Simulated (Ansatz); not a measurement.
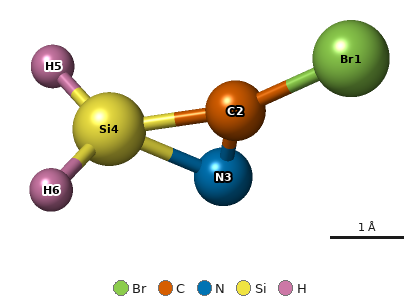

The input geometry (ball-and-stick view, seen at a tilt; atoms are numbered from 1 in the order of the input). Bond lengths as drawn: Br–C 1.88 Å, C–N 1.26 Å, C–Si 1.78 Å, H–Si 1.47 Å and N–Si 1.80 Å.

## Run report: CH2BrNSi (charge +1), single-point calculation

System: CH2BrNSi, charge +1, multiplicity 2.
Method: ROKS B3LYP5/aug-cc-pVDZ (Ansatz 0.2.0).

The geometry comes from this level: PBE0-D4/def2-TZVP. Figures and captions count atoms from 1; the log counts them from 0 in places.

## Log
```
Functional definition: B3LYP5
  name "B3LYP5"
  cite "Stephens, Devlin, Chabalowski & Frisch, J. Phys. Chem. 98, 11623 (1994) doi:10.1021/j100096a001"
  cite "Becke, Phys. Rev. A 38, 3098 (1988) doi:10.1103/PhysRevA.38.3098"
  cite "Lee, Yang & Parr, Phys. Rev. B 37, 785 (1988) doi:10.1103/PhysRevB.37.785"
  cite "Vosko, Wilk & Nusair, Can. J. Phys. 58, 1200 (1980) doi:10.1139/p80-159"
  parameter a0 = 0.2
  parameter ax = 0.72
  parameter ac = 0.81
  exchange = (1 - a0 - ax)*slater_x + ax*b88_x + a0*exact_x
  correlation = (1 - ac)*vwn5_c + ac*lyp_c
1309 factors; integrals over basis functions are off by at most 5.9e-4 eV
mean field evaluation 1: about -80422.4073 eV, gradient 1.2e2 eV
mean field evaluation 2: about -80422.4209 eV, gradient 1.2e2 eV
mean field evaluation 4: about -80459.4689 eV, gradient 2.9e1 eV
mean field evaluation 8: about -80461.8893 eV, gradient 5.8e-1 eV
mean field evaluation 16: about -80461.8913 eV, gradient 1.3e-3 eV
mean field evaluation 32: about -80460.9716 eV, gradient 6.3e0 eV
mean field evaluation 64: about -80443.2766 eV, gradient 2.1e1 eV
mean field -80461.89128259 eV, -2956.9199656065 hartree, gradient 1.5e-5 eV, S^2 0.750000; 4 other end points of the search recorded, 0 dependent functions left out
the calculation of the forces begins
reference -80461.89156597 eV, -2956.9199760206 hartree; 32, 31 occupied and 95, 96 virtual orbitals, 1309 factors
Total energy: -80461.89156597 eV, -2956.9199760206 hartree
Atom 0 at    -0.130147    -2.749697     0.392220 Å, force     0.459456     0.727906     0.247972 eV/Å
Atom 1 at    -0.204662    -0.908195     0.018505 Å, force    -2.724088    -4.514338    -0.971026 eV/Å
Atom 2 at    -1.060729    -0.251367    -0.635811 Å, force     1.088173     0.010839     0.602054 eV/Å
Atom 3 at     0.253396     0.807232     0.001950 Å, force     0.241786     4.136744     0.180202 eV/Å
Atom 4 at     1.246487     1.334125    -0.952885 Å, force     0.252352    -0.260914    -0.148170 eV/Å
Atom 5 at    -0.062246     1.703802     1.129821 Å, force     0.031392    -0.127744     0.188413 eV/Å
Dipole moment:    -0.034383     0.914187     0.055647 e Å
```

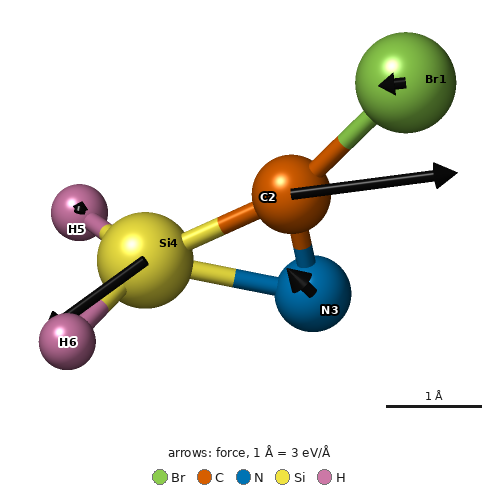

Forces on the atoms as black arrows (ball-and-stick view, seen at a tilt; atoms are numbered from 1 in the order of the input); the smallest are left out. The largest act on C2 (5.36 eV/Å); Si4 (4.15 eV/Å). The geometry is not a stationary point of this energy.

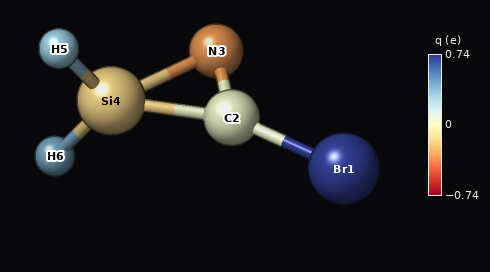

Mulliken charges, as the colour of each atom (ball-and-stick view, seen at a tilt; atoms are numbered from 1 in the order of the input). By element: Br +0.71, C +0.05, N −0.32, Si −0.16 and H +0.34 to +0.39 e.

This output came from the following input.

## Input file
```yaml
crystal:
  periodic: [false, false, false]
  atoms:
    - {symbol: Br, position_ang: [-0.130147, -2.749697, 0.392220]}
    - {symbol: C, position_ang: [-0.204662, -0.908195, 0.018505]}
    - {symbol: N, position_ang: [-1.060729, -0.251367, -0.635811]}
    - {symbol: Si, position_ang: [0.253396, 0.807232, 0.001950]}
    - {symbol: H, position_ang: [1.246487, 1.334125, -0.952885]}
    - {symbol: H, position_ang: [-0.062246, 1.703802, 1.129821]}
basis:
  gaussian: {orbitals: aug-cc-pVDZ, point_charges: [{charge: 2.00, position_ang: [5.981, 0.293, -0.693]}]}
total_charge: 1
magnetization: {spin_polarized: false, initial_magnetization: 1}
hamiltonian: {xc: {name: B3LYP5}}
output: {forces: true}
```

Command:
```bash
ansatz run in.yaml --threads 2 --pin off --events-out ev --progress --plain --max-ram 4352MiB
```

## Summary

| quantity | value |
| --- | --- |
| outcome | converged |
| total energy | −80461.8916 eV |
| ⟨S²⟩ | 0.750 |
| SCF solution under orbital rotations | stable |
| largest force (length of the vector) | 5.361 eV/Å |
| hardware | 2 threads of Arm Neoverse V1, 23 GiB of memory available, shared host |
| wall time | 21 s (CPU time 41 s) |
| peak memory | 0.53 GiB |
